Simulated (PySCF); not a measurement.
Vertical excitations of a molecule C3H4BrF from TDA-LC-ωPBE/def2-SVPD (PySCF 2.14.0), as energy in eV (oscillator strength): 6.04 (0.000), 6.57 (0.002), 8.09 (0.005), 8.24 (0.203), 8.38 (0.091), 8.85 (0.123), 9.11 (0.007), 9.13 (0.017), 9.24 (0.000), 9.41 (0.002). Lowest triplet (TDA): 5.27 eV. The structure is a stationary point at B3LYP-D3(BJ)/def2-SVP. One conformer was computed; it need not be the lowest.

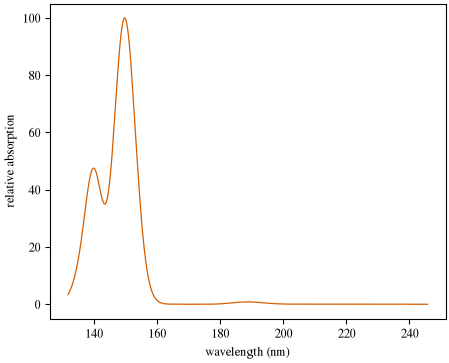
The lines broadened by 0.4 eV.

Question: Which molecule gave these data?
(A) F[C@@H]1C[C@H]1Br
(B) C/C(F)=C\Br
(C) FC1(Br)CC1
(D) C/C(Br)=C\F

Answer: C, FC1(Br)CC1
